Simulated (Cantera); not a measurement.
A closed system holds: 1 mol Ti, 260 mol H2, 0.39 mol C3H8, at 143 Torr.

Equilibrium computed with Cantera from the NASA thermochemical tables; the gas is ideal and each condensed phase is pure. Candidate condensed phases: C, C6H6, C7H8, C8H18, Ti, TiC; 77 gas species. TiC: taken at fixed stoichiometry. Kinetics and transport are ignored.

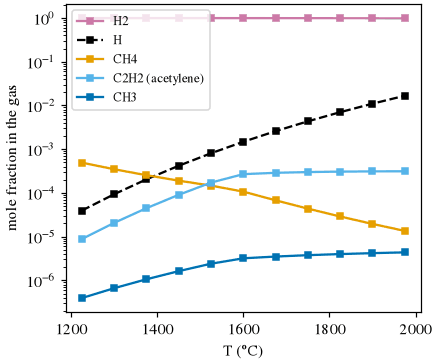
*Equilibrium gas composition (values under 1e-9 drawn at 1e-9)*

From 1225 °C to 1525 °C the condensed part is C(graphite) + TiC(s). From 1600 °C to 1975 °C the condensed part is TiC(s).
